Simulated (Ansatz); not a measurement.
The starting structures come from a database of crystals and need not be the phases stable at ambient conditions.

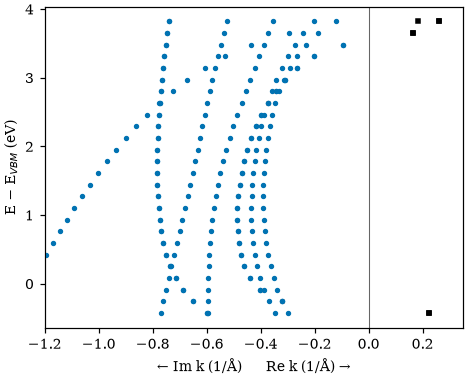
Fig. 1. Complex bands at the centre of the two-dimensional zone; r2SCAN in Ansatz (a first-principles code)

No gap correction and no spin-orbit coupling; mid-gap values are interpolated between computed energies.

Question: This is BaScO₂F (P4/mmm, not sure to be the ambient phase, 5 atoms a cell, 14.9 Å³ an atom, -4 GPa at this level) along the normal of (001). Read off the slowest decay at the centre of the two-dimensional zone at 1.78 eV, the computed energy nearest the middle of the gap.

Answer: κ ≈ 0.38 1/Å, a decay length 1/(2κ) of the density of 1.3 Å.
